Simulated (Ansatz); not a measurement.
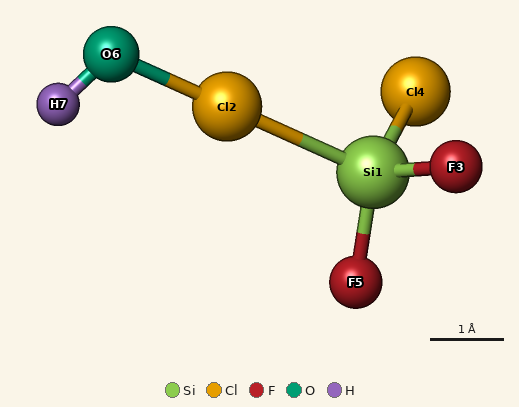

*The input geometry (ball-and-stick view, seen at a tilt; atoms are numbered from 1 in the order of the input).*

Bond lengths as drawn: Cl–O 1.89 Å, Cl–Si 2.13 to 2.38 Å, F–Si 1.59 Å and H–O 1.01 Å.

# Run report: SiHCl2OF2, geometry relaxation

The run: geometry relaxation of SiHCl2OF2, multiplicity 2. Method and program: UKS PBE0/def2-SVP (Ansatz 0.2.0).

The input holds or restrains some coordinates. It belongs to a series of runs on one base structure; here: pulled along the bonds that form and break, towards end B. Figures and captions count atoms from 1; the log counts them from 0 in places.

### Output
```
The last accepted step is kept in [file] (removed where the run ends without a failure and the disk answers)
Engine: ansatz 0.2.0, x86_64-unknown-linux-gnu
Functional definition: PBE0
  parameter a = 0.25
  parameter kappa = 0.804
  parameter beta = 0.06672455060314922
  exchange = (1 - a)*pbe_x(kappa = kappa, mu = beta*pi^2/3) + a*exact_x
  correlation = pbe_c(beta = beta)
985 factors; integrals over basis functions are off by at most 5.2e-4 eV
mean field evaluation 1: about -40379.7417 eV, gradient 4.1e1 eV
mean field evaluation 2: about -40325.1575 eV, gradient 1.1e2 eV
mean field evaluation 4: about -40386.1970 eV, gradient 8.6e0 eV
mean field evaluation 8: about -40386.5211 eV, gradient 3.5e-1 eV
mean field evaluation 16: about -40386.5228 eV, gradient 8.9e-4 eV
mean field evaluation 32: about -40385.9495 eV, gradient 5.3e0 eV
mean field -40386.52276915 eV, -1484.1773367979 hartree, gradient 2.4e-5 eV, S^2 0.768300; 2 other end points of the search recorded, 0 dependent functions left out
the calculation of the forces begins
reference -40386.52279125 eV, -1484.1773376102 hartree; 38, 37 occupied and 63, 64 virtual orbitals, 985 factors
relax step   1: F+E_penalty+E_count = -40386.52276915 eV  Δ(F+E_penalty+E_count) = +0.000e0 eV  max|allowed force component| = 4.309e0 eV/Å  E_restraint = 14.88750000 eV  max|allowed force component, restraints' pulls added| = 3.319e1 eV/Å  Δτ_max = 0.0000 Å  (63 SCF iters, accepted)
  distance Cl 1 - O 5 = 1.8900 Å
  distance Si 0 - Cl 1 = 2.3800 Å
these checks for a lower state are left out or cut short: starts, cluster_reference, orbital_swaps, neighbouring_geometries, increment
985 factors; integrals over basis functions are off by at most 4.0e-4 eV
mean field -40385.79541153 eV, -1484.1506068985 hartree, gradient 2.4e-5 eV, S^2 0.763115; 0 other end points of the search recorded, 0 dependent functions left out
[... from here on the field's lines of each further geometry are left out, up to the last ...]
relax step   2: F+E_penalty+E_count = -40385.79541153 eV  Δ(F+E_penalty+E_count) = +7.274e-1 eV  max|allowed force component| = 2.594e0 eV/Å  E_restraint = 5.15657780 eV  max|allowed force component, restraints' pulls added| = 2.020e1 eV/Å  Δτ_max = 0.1948 Å  (44 SCF iters, accepted)
relax step   3: F+E_penalty+E_count = -40385.09221723 eV  Δ(F+E_penalty+E_count) = +7.032e-1 eV  max|allowed force component| = 4.626e0 eV/Å  E_restraint = 0.82706085 eV  max|allowed force component, restraints' pulls added| = 4.617e0 eV/Å  Δτ_max = 0.1947 Å  (39 SCF iters, accepted)
relax step   4: F+E_penalty+E_count = -40385.60043106 eV  Δ(F+E_penalty+E_count) = -5.082e-1 eV  max|allowed force component| = 2.621e0 eV/Å  E_restraint = 0.11068728 eV  max|allowed force component, restraints' pulls added| = 1.124e0 eV/Å  Δτ_max = 0.1945 Å  (36 SCF iters, accepted)
relax step   5: F+E_penalty+E_count = -40385.75430204 eV  Δ(F+E_penalty+E_count) = -1.539e-1 eV  max|allowed force component| = 1.665e0 eV/Å  E_restraint = 0.05188528 eV  max|allowed force component, restraints' pulls added| = 1.207e0 eV/Å  Δτ_max = 0.1935 Å  (38 SCF iters, accepted)
relax step   6: F+E_penalty+E_count = -40385.78868625 eV  Δ(F+E_penalty+E_count) = -3.438e-2 eV  max|allowed force component| = 1.704e0 eV/Å  E_restraint = 0.05094902 eV  max|allowed force component, restraints' pulls added| = 3.308e-1 eV/Å  Δτ_max = 0.0965 Å  (39 SCF iters, accepted)
relax step   7: F+E_penalty+E_count = -40385.79545285 eV  Δ(F+E_penalty+E_count) = -6.767e-3 eV  max|allowed force component| = 1.631e0 eV/Å  E_restraint = 0.05296150 eV  max|allowed force component, restraints' pulls added| = 3.308e-1 eV/Å  Δτ_max = 0.0706 Å  (37 SCF iters, accepted)
relax step   8: F+E_penalty+E_count = -40385.79573085 eV  Δ(F+E_penalty+E_count) = -2.780e-4 eV  max|allowed force component| = 1.630e0 eV/Å  E_restraint = 0.05111746 eV  max|allowed force component, restraints' pulls added| = 2.780e-1 eV/Å  Δτ_max = 0.0433 Å  (37 SCF iters, accepted)
relax step   9: F+E_penalty+E_count = -40385.79571490 eV  Δ(F+E_penalty+E_count) = +1.595e-5 eV  max|allowed force component| = 1.517e0 eV/Å  E_restraint = 0.04757528 eV  max|allowed force component, restraints' pulls added| = 2.056e-1 eV/Å  Δτ_max = 0.1348 Å  (37 SCF iters, accepted)
relax step  10: F+E_penalty+E_count = -40385.79784041 eV  Δ(F+E_penalty+E_count) = -2.126e-3 eV  max|allowed force component| = 1.557e0 eV/Å  E_restraint = 0.04832365 eV  max|allowed force component, restraints' pulls added| = 1.822e-1 eV/Å  Δτ_max = 0.0588 Å  (37 SCF iters, accepted)
relax step  11: F+E_penalty+E_count = -40385.81111505 eV  Δ(F+E_penalty+E_count) = -1.327e-2 eV  max|allowed force component| = 1.083e0 eV/Å  E_restraint = 0.07157489 eV  max|allowed force component, restraints' pulls added| = 9.417e-1 eV/Å  Δτ_max = 0.1653 Å  (38 SCF iters, rejected (line search))
relax step  12: F+E_penalty+E_count = -40385.80246918 eV  Δ(F+E_penalty+E_count) = -4.629e-3 eV  max|allowed force component| = 1.461e0 eV/Å  E_restraint = 0.05223417 eV  max|allowed force component, restraints' pulls added| = 3.311e-1 eV/Å  Δτ_max = 0.0806 Å  (36 SCF iters, accepted)
relax step  13: F+E_penalty+E_count = -40385.81201692 eV  Δ(F+E_penalty+E_count) = -9.548e-3 eV  max|allowed force component| = 1.212e0 eV/Å  E_restraint = 0.06202394 eV  max|allowed force component, restraints' pulls added| = 6.525e-1 eV/Å  Δτ_max = 0.0975 Å  (38 SCF iters, rejected (line search))
the calculation of the forces begins
reference -40385.79845164 eV, -1484.1507186202 hartree; 38, 37 occupied and 63, 64 virtual orbitals, 985 factors
relax step  14: F+E_penalty+E_count = -40385.79842715 eV  Δ(F+E_penalty+E_count) = +4.042e-3 eV  max|allowed force component| = 1.530e0 eV/Å  E_restraint = 0.04479320 eV  max|allowed force component, restraints' pulls added| = 1.024e-1 eV/Å  Δτ_max = 0.0487 Å  (36 SCF iters, accepted)
  distance Cl 1 - O 5 = 1.6445 Å
  distance Si 0 - Cl 1 = 3.3267 Å
```

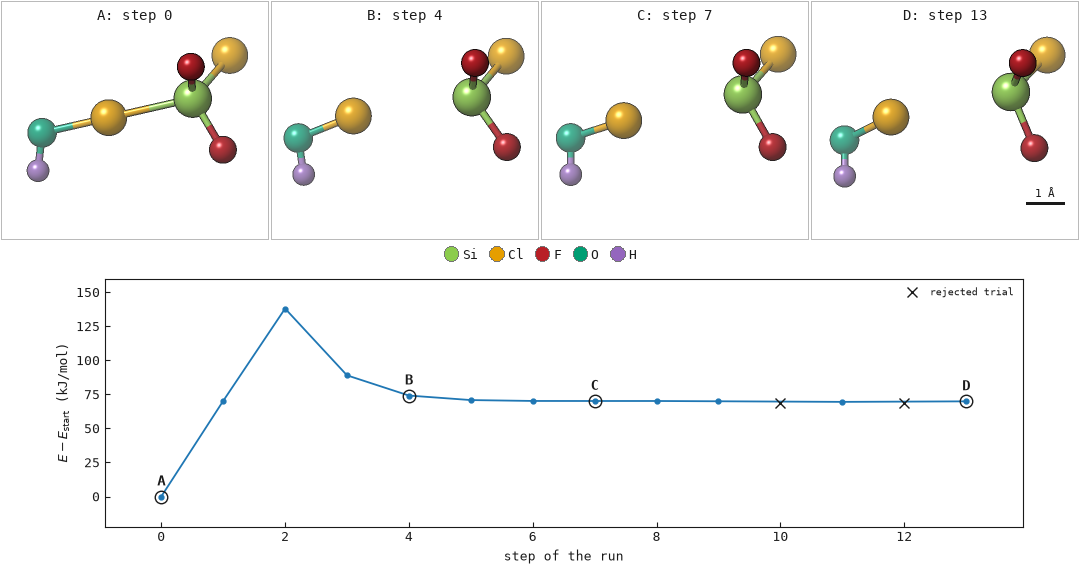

*Frames of the restrained relaxation (ball-and-stick view, seen at a tilt) above the curves, on which the letters mark them (the first geometry is step 0 here and step 1 in the log).*

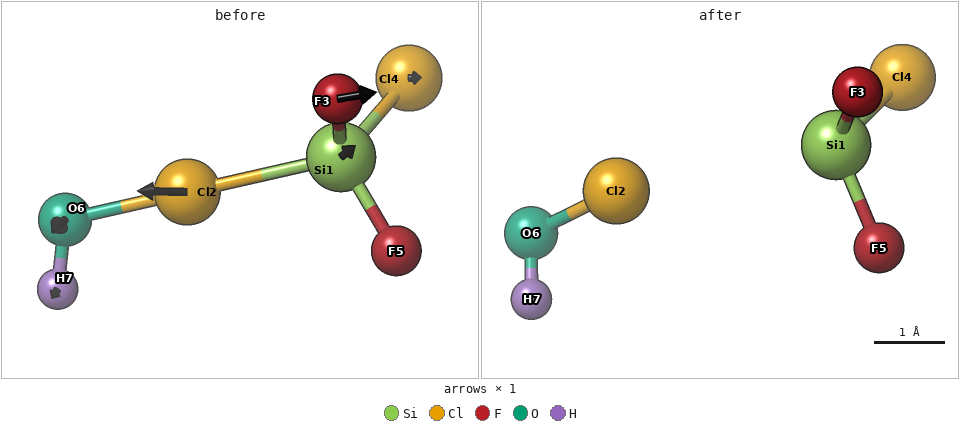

*Before (left) and after (right) the restrained relaxation, at one scale (ball-and-stick view, seen at a tilt). The black arrows give the displacements, at true length.*

Cl2 moves most after the best rigid fit: 0.74 Å. By element the largest moves are Cl 0.74 Å, F 0.60 Å, O 0.42 Å, Si 0.30 Å, H 0.18 Å. Among the contacts that change: Si1–Cl2 2.380 → 3.327 Å, Cl2–O6 1.890 → 1.645 Å, Si1–Cl4 2.128 → 2.048 Å, O6–H7 1.010 → 0.969 Å. Bonds break: Si1–Cl2 (2.38 → 3.33 Å). Among the angles that change: Cl2–O6–H7 109.5° → 104.8°, F3–Si1–F5 109.5° → 106.7°. Over 13 geometry steps the energy rises by 69.9 kJ/mol. Largest force component: 4.3 eV/Å at the start, 1.5 eV/Å at the end. The line search rejected the trial steps at points 10, 12 (counted from 0) and went back. (Atoms are counted from 1 in the order of the input.)

```
985 factors; integrals over basis functions are off by at most 3.8e-4 eV
mean field -40385.79842715 eV, -1484.1507177206 hartree, gradient 2.2e-5 eV, S^2 0.753031; 1 other end points of the search recorded, 0 dependent functions left out
the calculation of the forces begins
reference -40385.79845164 eV, -1484.1507186202 hartree; 38, 37 occupied and 63, 64 virtual orbitals, 985 factors
Total energy: -40385.79845164 eV, -1484.1507186202 hartree
Atom 0 at     0.087534     0.087628    -0.268794 Å, force     0.011204    -0.013026     0.085906 eV/Å
Atom 1 at     0.303212     0.011856     3.050008 Å, force     0.544820     0.016573    -1.529817 eV/Å
Atom 2 at     1.450769    -0.003024    -1.126485 Å, force    -0.025741    -0.007112     0.000218 eV/Å
Atom 3 at    -1.003070     1.695309    -0.917451 Å, force     0.003503    -0.006523     0.001478 eV/Å
Atom 4 at    -0.743332    -1.260779    -0.572732 Å, force     0.016507     0.021041     0.001926 eV/Å
Atom 5 at    -0.273474     0.007006     4.590117 Å, force    -0.570690    -0.065338     1.455738 eV/Å
Atom 6 at    -0.588739    -0.898397     4.734137 Å, force     0.020397     0.054385    -0.015447 eV/Å
Dipole moment:    -0.103349    -0.244729     0.279177 e Å
```

### Trajectory as extended XYZ (Å, eV, eV/Å), 14 frames, from step=1 to step=14
```
7
Properties=species:S:1:pos:R:3:forces:R:3 step=1 energy=-40386.52277
Si    0.0000    0.0000    0.0000   -1.0361   1.6445   1.7135
Cl    0.0000    0.0000    2.3800    0.0660   0.1005  -4.3086
F     1.4994    0.0000   -0.5295    0.1823  -0.0350  -0.0364
Cl   -1.0032    1.7381   -0.7093    0.8545  -1.4654   0.5893
F    -0.7489   -1.2974   -0.5295   -0.0941  -0.2506  -0.1070
O     0.0000    0.0000    4.2700   -0.7081  -1.1357   2.9948
H    -0.5144   -0.8011    4.6071    0.7355   1.1418  -0.8457
7
Properties=species:S:1:pos:R:3:forces:R:3 step=2 energy=-40385.79541
Si   -0.0216    0.0348   -0.1905   -0.2799   0.5942   2.5941
Cl    0.0017    0.0048    2.5738   -0.0955  -0.0680  -1.4093
F     1.5239   -0.0098   -0.5486    0.4289  -0.0026  -0.7432
Cl   -1.0033    1.7386   -0.7173    0.1084  -0.1990  -0.4678
F    -0.7536   -1.3251   -0.5501   -0.2562  -0.4371  -0.7627
O    -0.0014   -0.0038    4.3188   -0.3003  -0.4991   1.3809
H    -0.5129   -0.7998    4.6026    0.3946   0.6117  -0.5920
7
Properties=species:S:1:pos:R:3:forces:R:3 step=3 energy=-40385.09222
Si   -0.0283    0.0478   -0.3266    0.0408   0.0420   3.5870
Cl    0.0033   -0.0078    2.7681    0.0866   0.1612  -4.6261
F     1.5401   -0.0106   -0.5766    0.6076  -0.0289  -1.2155
Cl   -1.0089    1.7477   -0.7434   -0.3278   0.5591  -1.0788
F    -0.7609   -1.3394   -0.5773   -0.3113  -0.5878  -1.2215
O    -0.0022   -0.0041    4.3495   -0.2448  -0.3754   4.3573
H    -0.5101   -0.7941    4.5950    0.1488   0.2299   0.1975
7
Properties=species:S:1:pos:R:3:forces:R:3 step=4 energy=-40385.60043
Si   -0.0167    0.0305   -0.3332   -0.1329   0.3141   1.7694
Cl    0.0378    0.0331    2.9184    0.1556   0.2153  -2.6212
F     1.5357   -0.0015   -0.7416   -0.0458  -0.0159  -0.6261
Cl   -1.0112    1.7503   -0.8662    0.1695  -0.3053  -0.4221
F    -0.7648   -1.3303   -0.7408    0.0180   0.0150  -0.6157
O    -0.0171   -0.0233    4.5425   -0.0361  -0.0284   2.2042
H    -0.5308   -0.8192    4.7098   -0.1282  -0.1949   0.3115
7
Properties=species:S:1:pos:R:3:forces:R:3 step=5 energy=-40385.75430
Si    0.0036   -0.0175   -0.2565    0.3344  -0.3995  -0.7715
Cl    0.1079    0.1533    3.0529    0.2083   0.2440  -1.6648
F     1.4900    0.0310   -0.9267   -0.5314  -0.1739   0.3908
Cl   -0.9653    1.6530   -0.8980   -0.1712   0.2750   0.0730
F    -0.7818   -1.2841   -0.9154    0.3742   0.3277   0.3885
O    -0.0517   -0.0392    4.6808   -0.2839  -0.3902   1.4142
H    -0.5697   -0.8569    4.7517    0.0696   0.1170   0.1698
7
Properties=species:S:1:pos:R:3:forces:R:3 step=6 energy=-40385.78869
Si    0.0050    0.0195   -0.2937    0.0767  -0.1631  -0.0397
Cl    0.0913    0.0623    3.0252    0.1969   0.1391  -1.7039
F     1.4978    0.0207   -0.9178   -0.2603  -0.0584   0.0673
Cl   -0.9808    1.6951   -0.9307   -0.0080  -0.0073  -0.0162
F    -0.7649   -1.2907   -0.8548    0.1952   0.2444   0.0885
O    -0.0650   -0.0185    4.6632   -0.2831  -0.3125   1.4795
H    -0.5505   -0.8488    4.7975    0.0826   0.1578   0.1246
7
Properties=species:S:1:pos:R:3:forces:R:3 step=7 energy=-40385.79545
Si    0.0129    0.0377   -0.3026   -0.0133  -0.0573   0.1370
Cl    0.1151   -0.0041    3.0224    0.2383   0.0565  -1.6314
F     1.4923    0.0248   -0.9437   -0.0763  -0.0386  -0.0183
Cl   -0.9844    1.7030   -0.9490   -0.0034  -0.0144  -0.0234
F    -0.7586   -1.2815   -0.8242    0.0958   0.1143   0.0083
O    -0.1012    0.0035    4.6575   -0.2989  -0.2040   1.4339
H    -0.5433   -0.8437    4.8285    0.0578   0.1436   0.0938
7
Properties=species:S:1:pos:R:3:forces:R:3 step=8 energy=-40385.79573
Si    0.0196    0.0449   -0.2966   -0.0049  -0.0084   0.1205
Cl    0.1536   -0.0166    3.0285    0.3098   0.0364  -1.6296
F     1.4860    0.0233   -0.9652   -0.0351  -0.0384  -0.0135
Cl   -0.9851    1.7013   -0.9534   -0.0123   0.0059  -0.0082
F    -0.7608   -1.2746   -0.7978    0.0566   0.0417   0.0024
O    -0.1421    0.0152    4.6497   -0.3617  -0.1921   1.4438
H    -0.5383   -0.8540    4.8236    0.0475   0.1549   0.0846
7
Properties=species:S:1:pos:R:3:forces:R:3 step=9 energy=-40385.79572
Si    0.0286    0.0447   -0.2760    0.0082   0.0456   0.1365
Cl    0.2869   -0.0001    3.0401    0.3973  -0.0456  -1.5169
F     1.4707    0.0213   -0.9945    0.0147  -0.0147  -0.0357
Cl   -1.0084    1.6918   -0.9109   -0.0030  -0.0004  -0.0056
F    -0.7561   -1.2791   -0.7527   -0.0039  -0.0253  -0.0056
O    -0.1825    0.0100    4.6179   -0.4451   0.0175   1.4912
H    -0.6064   -0.8490    4.7648    0.0318   0.0229  -0.0639
7
Properties=species:S:1:pos:R:3:forces:R:3 step=10 energy=-40385.79784
Si    0.0549    0.0635   -0.2850    0.0020  -0.0024   0.0733
Cl    0.2313   -0.0110    3.0365    0.3729  -0.0128  -1.5567
F     1.4722    0.0210   -1.0532   -0.0367  -0.0179   0.0089
Cl   -1.0031    1.6935   -0.9293    0.0044  -0.0055   0.0066
F    -0.7472   -1.2726   -0.6996    0.0337   0.0241   0.0106
O    -0.1724   -0.0003    4.6329   -0.3931  -0.0083   1.4813
H    -0.6027   -0.8546    4.7865    0.0167   0.0228  -0.0239
7
Properties=species:S:1:pos:R:3:forces:R:3 step=11 energy=-40385.81111 accepted=F
Si    0.1080    0.0958   -0.2668    0.1380  -0.2630  -0.2834
Cl    0.3370   -0.0044    3.0511    0.3646  -0.0476  -1.0690
F     1.4494    0.0094   -1.1828   -0.3949  -0.0070   0.2738
Cl   -1.0168    1.6876   -0.9031    0.0359  -0.0358   0.0401
F    -0.7351   -1.2646   -0.5350    0.2238   0.2981   0.0657
O    -0.2612   -0.0027    4.5985   -0.4034   0.0721   1.0826
H    -0.6485   -0.8815    4.7269    0.0360  -0.0167  -0.1098
7
Properties=species:S:1:pos:R:3:forces:R:3 step=12 energy=-40385.80247
Si    0.0755    0.0776   -0.2755    0.0379  -0.0599   0.0570
Cl    0.2760    0.0069    3.0438    0.4683   0.0184  -1.4610
F     1.4616    0.0042   -1.1008   -0.0902  -0.0117   0.0312
Cl   -1.0002    1.6962   -0.9190    0.0011  -0.0023  -0.0028
F    -0.7494   -1.2664   -0.6208    0.0560   0.0698   0.0099
O    -0.2478    0.0122    4.6072   -0.5739  -0.3046   1.3953
H    -0.5828   -0.8911    4.7539    0.1008   0.2901  -0.0295
7
Properties=species:S:1:pos:R:3:forces:R:3 step=13 energy=-40385.81202 accepted=F
Si    0.0939    0.0853   -0.2589    0.0572  -0.0823   0.0022
Cl    0.3496    0.0269    3.0571    0.5044   0.0221  -1.2121
F     1.4449   -0.0108   -1.1418   -0.1173  -0.0115   0.0574
Cl   -1.0000    1.6955   -0.8961   -0.0001   0.0017   0.0037
F    -0.7517   -1.2599   -0.5509    0.0726   0.0884   0.0199
O    -0.3346    0.0172    4.5631   -0.5679  -0.2309   1.1641
H    -0.5692   -0.9146    4.7163    0.0511   0.2125  -0.0353
7
Properties=species:S:1:pos:R:3:forces:R:3 step=14 energy=-40385.79843
Si    0.0875    0.0876   -0.2688    0.0112  -0.0130   0.0859
Cl    0.3032    0.0119    3.0500    0.5448   0.0166  -1.5298
F     1.4508   -0.0030   -1.1265   -0.0257  -0.0071   0.0002
Cl   -1.0031    1.6953   -0.9175    0.0035  -0.0065   0.0015
F    -0.7433   -1.2608   -0.5727    0.0165   0.0210   0.0019
O    -0.2735    0.0070    4.5901   -0.5707  -0.0653   1.4557
H    -0.5887   -0.8984    4.7341    0.0204   0.0544  -0.0154
```

This output came from the following input.

### The input
```yaml
crystal:
  periodic: [false, false, false]
  atoms:
    - { symbol: Si, position_ang: [0.0, 0.0, 0.0] }
    - { symbol: Cl, position_ang: [0.0, 0.0, 2.38] }
    - { symbol: F, position_ang: [1.4994, 0.0, -0.5295] }
    - { symbol: Cl, position_ang: [-1.0032, 1.7381, -0.7093] }
    - { symbol: F, position_ang: [-0.7489, -1.2974, -0.5295] }
    - { symbol: O, position_ang: [0.0, 0.0, 4.27] }
    - { symbol: H, position_ang: [-0.5144, -0.8011, 4.6071] }
magnetization:
  spin_polarized: true
  initial_magnetization: 1
basis:
  gaussian: { orbitals: def2-SVP }
hamiltonian:
  xc: pbe0
relax:
  f_tol: 0.15
  max_steps: 25
  restrain:
    - { distance: [1, 5], at: 1.59, k: 30.0 }
    - { distance: [0, 1], at: 3.33, k: 30.0 }
```

Launch command:
```bash
ansatz run input.yaml --threads 4 --pin off --max-ram 5120MiB --backend cpu --events-out ev --progress --plain --runs-dir out
```

### Results in brief

- outcome: converged under the restraints of the input
- total energy: −40385.7985 eV
- mean-field energy: −40385.7985 eV
- ⟨S²⟩: 0.753
- largest force (length of the vector) at the end, held atoms and coordinates included: 1.624 eV/Å
- hardware: 4 threads of AMD EPYC (Zen 3), 32 GiB of memory available, shared host
- wall time: 57 s (CPU time 3.5 min)
- peak memory: 0.36 GiB
